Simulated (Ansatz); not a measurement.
# PtC (model cell, started as CsCl type): following an unstable mode

Aim: this structure of PtC (model cell, started as CsCl type) is to be tested for unstable modes, and one is followed downhill.

Calculated with Ansatz 0.2.0; DFT PBEsol, scalar-relativistic, plane waves, PAW.

The structure was built from a prototype and need not be the compound's stable phase.

### Step 1. Set-up

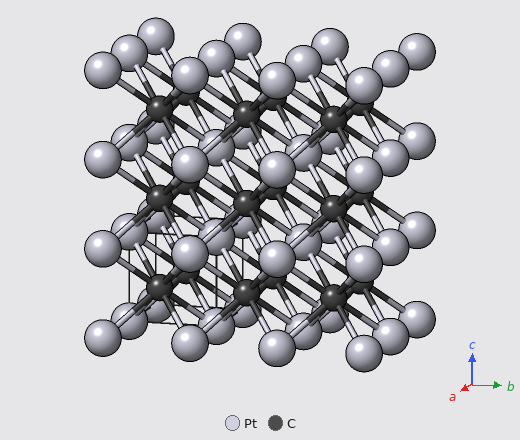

The starting structure, seen slightly off an axis (platinum light grey, carbon dark grey). 2×3×3 cells are drawn. Some periodic images of atoms are drawn too.

### Step 2. Phonons on a q mesh

The cell comes from relaxations at this level that are not shown. Stability and thermal properties need the whole zone. Linear response on a 4×4×4 q mesh gives force constants as far as a supercell of that size would.

Input file input.yaml:

```yaml
crystal:
  lattice:
    - [2.7712460625, 0.0, 0.0]
    - [0.0, 2.7712460625, 0.0]
    - [0.0, 0.0, 2.7712460625]
  atoms:
    - { symbol: Pt, position: [0.0, 0.0, 0.0] }
    - { symbol: C, position: [0.5, 0.5, 0.5] }
kpoints:
  mp_grid: { grid: [16, 16, 16] }
hamiltonian:
  xc: pbesol
scf:
  occupations: { method: methfessel_paxton, width: 0.15 }
output:
  eigenvalues: true
phonons:
  method: dfpt
  qmesh: [4, 4, 4]
  temperatures: { t_max: 1000, t_step: 50 }
  qpath:
    path:
      - [[0.0, 0.0, 0.0], [0.0, 0.5, 0.0], [0.5, 0.5, 0.0], [0.0, 0.0, 0.0], [0.5, 0.5, 0.5], [0.0, 0.5, 0.0]]
      - [[0.5, 0.5, 0.5], [0.5, 0.5, 0.0]]
    npoints: 10
```

Started as:

```console
$ ansatz run input.yaml --threads 4 --pin off --max-ram 7168MiB --backend cpu --events-out ev --progress --plain --runs-dir out
```

Numbers of over 12 decimals in the logs are rounded to 6 here.

What it wrote:

```text
Engine: ansatz 0.2.0, aarch64-unknown-linux-gnu
Pseudopotentials: kind: paw
Pseudopotential: Pt, paw, valence charge 18, recommended cutoff 420 eV (normal), Pt.paw.azcp
Pseudopotential: C, paw, valence charge 4, recommended cutoff 420 eV (normal), C.paw.azcp
Functional definition: PBEsol
  exchange = pbesol_x
  correlation = pbesol_c
Crystal: 2 atoms, lattice volume = 21.283 Å³
Basis set: ecut = 420 eV, 437 PW (Γ), exchange–correlation on 40×40×40 points (8 copies of the dense FFT grid, shifted against one another)
Bands: 15, of which v1, the nominal top of the filled ones, is band 11 counted from 1 (10 counted from 0)
Symmetry: 48 space group operations
k-points: 165 of 4096
Non-local potential: Pt, projectors of the file, l = 0: 3, l = 1: 2, l = 2: 2, l = 3: 1
Non-local potential: C, projectors of the file, l = 0: 2, l = 1: 2, l = 2: 1
PAW form: soft (Blöchl's): semilocal exchange-correlation on the pseudo side does not see the compensation charge
PAW frozen core: Pt, regenerated for the run's functional, and the local potential with it (the file was generated under x = pbe(κ = 0.804, μ = 0.219515), c = pbe(β = 0.066725))
PAW frozen core: C, regenerated for the run's functional, and the local potential with it (the file was generated under x = pbe(κ = 0.804, μ = 0.219515), c = pbe(β = 0.066725))
PAW one-centre angular grid: Pt, 590 points (default); XC on 64 Gauss nodes
PAW one-centre angular grid: C, 110 points (default); XC on 64 Gauss nodes
Initial density: superposition of atomic densities (neutral atoms: chi_scale 0, normalization atom), corrected by the library's trained network
Initial wavefunctions: pseudopotential atomic-orbital guess
Functional: x = pbesol(κ = 0.804, μ = 0.123457), c = pbesol(β = 0.046)
SCF iter   1: F=—  HF=-12626.658239 eV  |F-HF|=—  |Δ(HF+E_count)|=         —  Δρ=9.17e-3  dr2=9.78e-3  ethr=1.77e-3  ⟨swp⟩=4.7  Hψ=11153  notcnv=0
preconditioner: auto → none  [metal: Δε(μ)=0.004 eV  Ē_g=10.822 eV  σ=0.150 eV  W_gap=0.02  n_scr=6 (ndim 8)  ℏωp=30.1 eV  f_vac=0.000  D(μ)=1.29/eV (n_scr^D=18)  sad-step TF]
SCF iter   2: F=—  HF=-12626.656880 eV  |F-HF|=—  |Δ(HF+E_count)|=   1.36e-3  S|Δr|=    0.00e0  Δρ=5.23e-3  dr2=3.43e-3  ethr=4.44e-5  ⟨swp⟩=2.0  Hψ=4691  notcnv=0
SCF iter   3: F=—  HF=-12626.655889 eV  |F-HF|=—  |Δ(HF+E_count)|=   9.91e-4  S|Δr|=    0.00e0  Δρ=4.00e-4  dr2=2.38e-5  ethr=1.56e-5  ⟨swp⟩=2.0  Hψ=3530  notcnv=0
SCF iter   4: F=—  HF=-12626.655883 eV  |F-HF|=—  |Δ(HF+E_count)|=   6.31e-6  S|Δr|=    0.00e0  Δρ=8.14e-5  dr2=1.02e-6  ethr=1.08e-7  ⟨swp⟩=2.1  Hψ=3667  notcnv=0
SCF iter   5: F=—  HF=-12626.655883 eV  |F-HF|=—  |Δ(HF+E_count)|=   1.86e-7  S|Δr|=    0.00e0  Δρ=8.38e-6  dr2=7.12e-9  ethr=4.64e-9  ⟨swp⟩=2.0  Hψ=3982  notcnv=0
SCF iter   6: F=—  HF=-12626.655883 eV  |F-HF|=—  |Δ(HF+E_count)|=  5.66e-10  S|Δr|=    0.00e0  Δρ=7.06e-7  dr2=7.38e-11  ethr=3.24e-11  ⟨swp⟩=2.3  Hψ=4342  notcnv=0
SCF iter   7: F=-12626.655883 eV  HF=-12626.655883 eV  |F-HF|=3.64e-12  |Δ(HF+E_count)|=  9.09e-12  S|Δr|=    0.00e0  Δρ=4.17e-8  dr2=2.00e-13  ethr=1.00e-12  ⟨swp⟩=5.2  Hψ=9870  notcnv=0
SCF 1 converged in 7 iterations: F = -12626.655883 eV  dr2 = 2.00e-13
  greatest PAW one-centre occupation: 1.000 electrons in one spin orbital (limit 2), on the Pt atom at site 0 (counted from 0), in its partial waves of l = 0
Initial density: read from a saved state, or passed on in memory by an earlier SCF of this step, an earlier step, the calling program or the single point that the run made first
iter 1 solved again at ethr=6.14e-9 eV; its pass at ethr=3.10e-3 eV (dr2=1.35e-6 eV) is discarded
SCF iter   1: F=—  HF=-12626.655883 eV  |F-HF|=—  |Δ(HF+E_count)|=         —  Δρ=3.95e-7  dr2=4.83e-11  ethr=6.14e-9  ⟨swp⟩=3.3  Hψ=18875  notcnv=0
preconditioner: auto → none  [metal: Δε(μ)=0.001 eV  Ē_g=10.812 eV  σ=0.150 eV  W_gap=0.01  n_scr=6 (ndim 8)  ℏωp=30.1 eV  f_vac=0.000  D(μ)=1.27/eV (n_scr^D=18)]
SCF iter   2: F=—  HF=-12626.655883 eV  |F-HF|=—  |Δ(HF+E_count)|=   1.32e-8  S|Δr|=    0.00e0  Δρ=2.30e-7  dr2=1.62e-11  ethr=1.00e-12  ⟨swp⟩=2.7  Hψ=4595  notcnv=0
SCF iter   3: F=-12626.655883 eV  HF=-12626.655883 eV  |F-HF|=1.27e-11  |Δ(HF+E_count)|=  3.64e-12  S|Δr|=    0.00e0  Δρ=1.48e-7  dr2=6.75e-12  ethr=1.00e-12  ⟨swp⟩=2.9  Hψ=5730  notcnv=0
SCF 2 converged in 3 iterations: F = -12626.655883 eV  dr2 = 6.75e-12
phonons: the bands overlap, so this run is a metal and interpolates without the dipole-dipole term. If the crystal is really an insulator or semiconductor, its LO-TO splitting is missing
NSCF: frozen V_eff on 165 k-points
WARN: eigensolver did not converge in 2 slots of this pass, the one above among them; of largest residual over every band (k=9): 1 band(s) unlocked (lowest unlocked band 14, counted from 0; max residual 2.71e-6 eV among the unlocked bands, 2.71e-6 eV over every band); of lowest unlocked band (k=1): band 14
NSCF: frozen V_eff on 405 k-points
DFPT response loops at q = (0, 0, 0) (fractional): preconditioner auto → Kerker (q_TF=auto, 2.743 Å⁻¹) (partly filled bands, converged f_vac=0.000); β = 1.00, the filter's whole step (`scf.mixing.beta` (0.50) is not read by the response loops under this deck's `scf.mixing.preconditioner`; to damp them name `kerker` or `kerker_dos`, under which they read `scf.mixing.beta`, and type it under 1.00, their step now; both keys bind the ground state too); Broyden in place of MSR1
NSCF: frozen V_eff on 2592 k-points
DFPT response loops at q = (0, 0, 0.25) (fractional): mixed as the last ones told, above
NSCF: frozen V_eff on 1458 k-points
DFPT response loops at q = (0, 0, -0.5) (fractional): mixed as the last ones told, above
NSCF: frozen V_eff on 4608 k-points
DFPT response loops at q = (0, 0.25, 0.25) (fractional): mixed as the last ones told, above
NSCF: frozen V_eff on 2592 k-points
DFPT response loops at q = (0, 0.25, -0.5) (fractional): mixed as the last ones told, above
NSCF: frozen V_eff on 1458 k-points
DFPT response loops at q = (0, -0.5, -0.5) (fractional): mixed as the last ones told, above
NSCF: frozen V_eff on 4352 k-points
DFPT response loops at q = (0.25, 0.25, 0.25) (fractional): mixed as the last ones told, above
NSCF: frozen V_eff on 4608 k-points
DFPT response loops at q = (0.25, 0.25, -0.5) (fractional): mixed as the last ones told, above
NSCF: frozen V_eff on 2592 k-points
DFPT response loops at q = (0.25, -0.5, -0.5) (fractional): mixed as the last ones told, above
NSCF: frozen V_eff on 810 k-points
DFPT response loops at q = (-0.5, -0.5, -0.5) (fractional): mixed as the last ones told, above
SCF converged after 7 iterations
Stability not checked: this state was not tested for a lower state beside it, because cold or Methfessel-Paxton smearing, or corrected tetrahedra, fill the levels in a way that the test cannot read (fill_not_monotonic; see scf.lower_state_search)
Free energy (F): -12626.655883 eV
Harris-Foulkes:  -12626.655883 eV  (|F-HF|=3.64e-12)
Internal energy: -12626.657855 eV  (E = F + TS)
E sigma→0 (E₀):  -12626.656376 eV
Entropy (-TS):   0.001972 eV (0.986 meV/atom)
Fermi energy:    20.635853 eV
--- Per-component energies (eV) ---
  E_band       = -138.714589
  E_kinetic    = 718.792730
  E_local      = -1674.354255  (includes V_loc(G=0)·N_el)
  E_nonlocal   = 231.116714
  E_hartree    = 620.711833
  E_xc         = -306.713284
  E_vxc        = -360.016452  (∫ρ·V_xc dr)
  E_paw        = -9410.215440  (= ΣΔE_a)
  E_vpaw       = -295.677163  (= ΣTr[D̂ρ^β])
  E_aug_tail   = 0.000150  (compensation charges beyond the density's cutoff)
  E_ewald      = -2806.304384
  E_core_change = 0.308082  (= ΣΔE_core)
  E_smearing   = 0.001972  (= −TS)
  E_closure    = 0.000000  (closes the sum)
  Σ components = -12626.655883   (vs F -12626.655883, Δ=0.00e0)
--- Band table (eV; the first three rows and the last of 165) ---
  k-point 0: bands = [... 7 lower, 18.7888, 18.7888, 18.7888, 20.4175, 20.4175, 20.4175, 25.0119, 36.4094]
  k-point 1: bands = [... 7 lower, 18.4820, 18.4820, 18.7974, 20.1515, 20.7525, 20.7525, 25.2698, 36.0872]
  k-point 2: bands = [... 7 lower, 17.8992, 17.8992, 18.8220, 19.5781, 21.4195, 21.4195, 25.8621, 35.2988]
  k-point 164: bands = [... 7 lower, 12.6434, 20.4878, 20.4878, 24.6858, 24.6858, 24.6858, 26.0479, 26.0479]
--- Phonons (Γ-DFPT): 2 representative perturbations + reference (Σ response iterations 7) ---
  ASR residual: 3.272e-5 → 0.000e0 eV/Å²; symmetrization residual: 1.113e-6 eV/Å²
  ASR residual per site (eV/Å²): 3.27e-5 3.09e-6
  Γ frequencies (cm⁻¹): -273.79 -273.79 -273.79 0.00 0.00 0.00
--- Phonons (arbitrary-q DFPT): 10 irreducible q on the 4×4×4 mesh ---
  q = [0.0000, 0.0000, 0.0000] (star 1, of the zone-centre solve; hermiticity 7.13e-7, symmetrization 1.59e-12): -273.79 -273.79 -273.79 -0.00 -0.00 0.00
  q = [0.0000, 0.0000, 0.2500] (star 6, 4 solved perturbations in 4032 linear systems a pass and spin channel, the states on 1296 of 4096 k-point pairs; hermiticity 1.37e-7, symmetrization 2.30e-12): -255.99 -255.99 -111.47 12.63 12.63 160.95
  q = [0.0000, 0.0000, -0.5000] (star 3, 4 solved perturbations in 2268 linear systems a pass and spin channel, the states on 729 of 4096 k-point pairs; hermiticity 6.04e-9, symmetrization 3.31e-9): -244.11 -244.11 29.80 29.80 147.16 343.50
  q = [0.0000, 0.2500, 0.2500] (star 12, 4 solved perturbations in 7056 linear systems a pass and spin channel, the states on 2304 of 4096 k-point pairs; hermiticity 3.72e-7, symmetrization 1.19e-13): -246.49 -198.57 -107.03 -17.81 91.47 158.33
  q = [0.0000, 0.2500, -0.5000] (star 12, 6 solved perturbations on 1296 of 4096 k-point pairs; hermiticity 3.75e-7, symmetrization 2.54e-8): -260.52 -203.91 -9.64 82.76 136.97 229.58
  q = [0.0000, -0.5000, -0.5000] (star 3, 4 solved perturbations in 2268 linear systems a pass and spin channel, the states on 729 of 4096 k-point pairs; hermiticity 7.97e-7, symmetrization 6.50e-13): -278.21 -52.11 -13.74 -13.74 141.18 141.18
  q = [0.2500, 0.2500, 0.2500] (star 8, 2 solved perturbations on 2176 of 4096 k-point pairs; hermiticity 2.01e-7, symmetrization 1.68e-12): -177.00 -177.00 -132.36 75.95 75.95 112.60
  q = [0.2500, 0.2500, -0.5000] (star 12, 4 solved perturbations in 7056 linear systems a pass and spin channel, the states on 2304 of 4096 k-point pairs; hermiticity 1.66e-7, symmetrization 3.54e-9): -216.06 -172.83 64.28 68.04 126.70 204.28
  q = [0.2500, -0.5000, -0.5000] (star 6, 4 solved perturbations in 4032 linear systems a pass and spin channel, the states on 1296 of 4096 k-point pairs; hermiticity 3.98e-7, symmetrization 1.03e-9): -260.38 -185.80 -185.80 79.89 130.35 130.35
  q = [-0.5000, -0.5000, -0.5000] (star 1, 2 solved perturbations on 405 of 4096 k-point pairs; hermiticity 4.34e-10, symmetrization 2.17e-10): -70.57 -70.57 -70.57 147.82 147.82 147.82
  sum rule: each row above includes the acoustic sum rule's correction from the zone centre's row sums; it moved no ω² by more than (0.26 cm⁻¹)²
  mesh force constants: q→R imaginary residual 1.39e-18; ASR residual 3.272e-5 → 0.000e0 eV/Å²; symmetrization residual 5.329e-15 eV/Å²
  interpolated dispersion: 62 rows × 6 modes
  density of states and harmonic sums: on the 24×24×24 q-mesh, interpolated from the force constants of a 4×4×4 supercell (no non-analytic term)
  largest difference from the sums on the solved wave vectors: F 1.10e-1 eV, S 1.43e-4 and C_V 3.58e-5 eV/K
  zero-point energy: 0.021629 eV/cell   skipped modes (ω ≤ 0): 1248, of them read as no rigid motion or as one in doubt: 1245 (2.656e0 modes/cell left out, lowest -283.02 cm⁻¹)   left out of the sums: 4.43e-1 of the cell's modes: C_V's classical limit lies that fraction below 3 k_B per atom; for a crystal, a wire or a layer, F and S can be off by more, and a phonons.interpolated_qmesh denser along its periods is the remedy for the sampling
```

Wall time 3.9 min (4 threads of Arm Neoverse V2, shared host); peak memory 2 GiB.

Numbers from this step:

```
volume per atom                                         : 10.64 Å³
gap on the k-mesh                                       : 0 eV
sum-rule residual before enforcement                    : 3.27e-5 eV/Å²
lowest frequency on the path                            : -282.6 cm⁻¹
point group                                             : m-3m
highest frequency on the path or at a solved wavevector : 343.5 cm⁻¹
highest optical mode at the zone centre (no LO-TO term) : -273.8 cm⁻¹
lowest optical zone-centre mode                         : -273.8 cm⁻¹
lowest mode on the q mesh (acoustic modes at Γ apart)   : -278.2 cm⁻¹
```

Frequencies (cm⁻¹) solved at each irreducible wavevector; negative means imaginary. Frequencies by wavevector, by row:

```
q in reciprocal lattice units  star  mode 1  mode 2  mode 3  mode 4  mode 5  mode 6
                        0 0 0     1  -273.8  -273.8  -273.8       0       0       0
                     0 0 0.25     6    -256    -256  -111.5    12.6    12.6   160.9
                     0 0 -0.5     3  -244.1  -244.1    29.8    29.8   147.2   343.5
                  0 0.25 0.25    12  -246.5  -198.6    -107   -17.8    91.5   158.3
                  0 0.25 -0.5    12  -260.5  -203.9    -9.6    82.8     137   229.6
                  0 -0.5 -0.5     3  -278.2   -52.1   -13.7   -13.7   141.2   141.2
               0.25 0.25 0.25     8    -177    -177  -132.4      76      76   112.6
               0.25 0.25 -0.5    12  -216.1  -172.8    64.3      68   126.7   204.3
               0.25 -0.5 -0.5     6  -260.4  -185.8  -185.8    79.9   130.3   130.3
               -0.5 -0.5 -0.5     1   -70.6   -70.6   -70.6   147.8   147.8   147.8
```

Interpolated from a 4×4×4 q mesh. Phonon branches along the path, in cm⁻¹:

```
    point  branch 1  branch 2  branch 3  branch 4  branch 5  branch 6
        Γ      -274      -274      -274         0         0         0
        X      -244      -244        30        30       147       344
        M      -278       -52       -14       -14       141       141
        Γ      -274      -274      -274         0         0         0
        R       -71       -71       -71       148       148       148
        X      -244      -244        30        30       147       344
jump to R       -71       -71       -71       148       148       148
        M      -278       -52       -14       -14       141       141
```

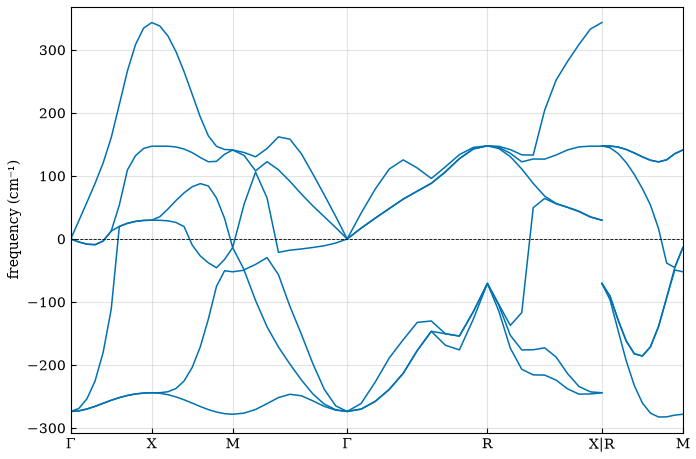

Phonon branches along the path.

Symmetry leaves 10 wavevectors to solve. The lowest mode among them, the acoustic zeros apart, lies at q = (0, -0.5, -0.5) and is imaginary, 278.2i cm⁻¹, so the energy falls along it. Between them the interpolated path dips to 283i cm⁻¹.

### Step 3. The mode frozen in, largest atomic shift 0 Å

The mode followed lies at Γ with frequency 273.8i cm⁻¹ and is 3-fold degenerate, one of the unstable modes though not the softest. At small amplitude the distorted cell has space group no. 160 by a symmetry search on the positions. The undistorted cell that holds it gives the zero of energy on the same k mesh.

input.yaml, the sections that differ from step 2:

```yaml
output:
  forces: true
  stress: true
  eigenvalues: true
# crystal, kpoints, hamiltonian, scf: as in step 2
# phonons: removed
```

What it wrote:

```text
[...]
Crystal: 2 atoms, lattice volume = 21.283 Å³
Basis set: ecut = 420 eV, 437 PW (Γ), exchange–correlation on 40×40×40 points (8 copies of the dense FFT grid, shifted against one another)
Bands: 15, of which v1, the nominal top of the filled ones, is band 11 counted from 1 (10 counted from 0)
Symmetry: 48 space group operations
[...]
k-points: 165 of 4096
[...]
--- Band table (eV; the first three rows and the last of 165) ---
  k-point 0: bands = [... 7 lower, 18.7888, 18.7888, 18.7888, 20.4176, 20.4176, 20.4176, 25.0119, 36.4094]
  k-point 1: bands = [... 7 lower, 18.4820, 18.4820, 18.7974, 20.1516, 20.7525, 20.7525, 25.2698, 36.0872]
  k-point 2: bands = [... 7 lower, 17.8991, 17.8991, 18.8220, 19.5782, 21.4195, 21.4195, 25.8621, 35.2988]
  k-point 164: bands = [... 7 lower, 12.6435, 20.4877, 20.4877, 24.6858, 24.6858, 24.6858, 26.0479, 26.0479]
[key lines of the parts left out:]
SCF converged after 5 iterations
Free energy (F): -12626.655883 eV
Fermi energy:    20.635847 eV
P = ⅓ Tr σ = -0.0001 GPa (-0.001 kbar)
```

Elapsed: 0.68 s, on 4 threads; peak memory 0.32 GiB; 2.1 s of CPU time.

This step gave:

* pressure: -6.91e-5 GPa
* energy from the undistorted cell: 0 meV/atom

The run ends at a pressure of 0.00 GPa.

### Step 4. The mode frozen in, largest atomic shift 0.32 Å

The atoms are moved along the unstable eigenvector, the largest shift by 0.32 Å, with the cell fixed.

input.yaml, the sections that differ from step 3:

```yaml
crystal:
  lattice:
    - [2.7712460625, 0.0, 0.0]
    - [0.0, 2.7712460625, 0.0]
    - [0.0, 0.0, 2.7712460625]
  atoms:
    - { symbol: Pt, position: [0.0041046088, -0.0041046088, -0.0041046088] }
    - { symbol: C, position: [0.4333324858, 0.5666675142, 0.5666675142] }
# kpoints, hamiltonian, scf, output: as in step 3
```

What it wrote:

```text
[...]
Crystal: 2 atoms, lattice volume = 21.283 Å³
Basis set: ecut = 420 eV, 437 PW (Γ), exchange–correlation on 40×40×40 points (8 copies of the dense FFT grid, shifted against one another)
Bands: 15, of which v1, the nominal top of the filled ones, is band 11 counted from 1 (10 counted from 0)
Symmetry: 6 space group operations
[...]
k-points: 417 of 4096 (time reversal used)
[...]
--- Band table (eV; the first three rows and the last of 417) ---
  k-point 0: bands = [... 7 lower, 17.5736, 18.5866, 18.5866, 21.1962, 21.1962, 21.4529, 24.8422, 34.9293]
  k-point 1: bands = [... 7 lower, 17.4452, 18.3984, 18.5694, 20.8049, 21.3816, 21.7450, 25.1024, 34.7327]
  k-point 2: bands = [... 7 lower, 17.1234, 17.9607, 18.5497, 20.1383, 21.8089, 22.2623, 25.6775, 34.2352]
  k-point 416: bands = [... 7 lower, 14.5414, 20.3517, 20.3517, 23.0060, 23.8311, 23.8311, 27.0098, 27.0098]
[key lines of the parts left out:]
SCF converged after 6 iterations
Free energy (F): -12626.733377 eV
Fermi energy:    20.659863 eV
P = ⅓ Tr σ = 10.2351 GPa (102.351 kbar)
```

The job ended after 2.3 s (4 threads; peak memory 0.44 GiB; 8.4 s of CPU time).

This step gave:

* pressure: 10.24 GPa
* energy from the undistorted cell: -38.78 meV/atom

The energy, extrapolated to zero smearing, is -38.78 meV/atom against the undistorted cell.

The run ends at a pressure of 10.24 GPa, with forces up to 0.068 eV/Å.

### Step 5. Energy along the mode, all amplitudes (two of the runs are shown above)

An imaginary frequency means negative curvature, so the energy should fall and then rise again as anharmonic terms take over.

This step gave:

- depth at the lowest point sampled: 38.78 meV/atom
- largest atomic shift at that point: 0.32 Å

Energy from the parent against largest atomic shift:

```
largest atomic shift (Å)  energy from the parent (meV/atom)
                   0.000                                  0
                   0.040                              -1.39
                   0.080                              -5.40
                   0.140                              -15.0
                   0.220                              -30.1
                   0.320                              -38.8
                   0.450                               4.31
```

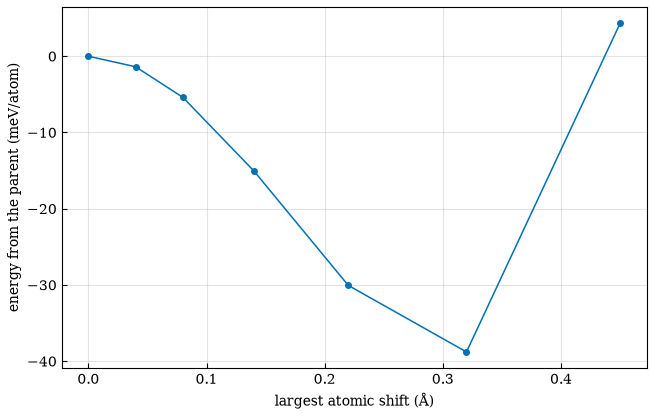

Energy from the parent against largest atomic shift.

Displacement at unit largest shift by atom:

```
atom   x (Å)   y (Å)   z (Å)   size
 Pt1   0.036  -0.036  -0.036  0.062
  C2  -0.577   0.577   0.577  0.999
```

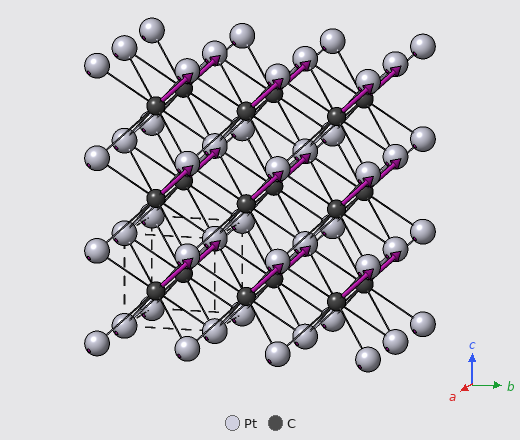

Displacement at unit largest shift as arrows, the longest 0.999 Å. 2×3×3 cells are drawn. Some periodic images of atoms are drawn too.

The lowest of the steps tried is at 0.32 Å, 38.8 meV/atom below the parent; the bottom of the well need not coincide with a step.

(Part 1 of 3 ends here.)

[Logs are printed without paths, hosts, clocks, repeated set-up lines and the standing remarks that a program may print on its own settings, such as how far it seeks lower states.]

[Hosts, paths, dates, database ids (printed as entryN), source tags and the programs' standing remarks are cut or masked in the printed files.]
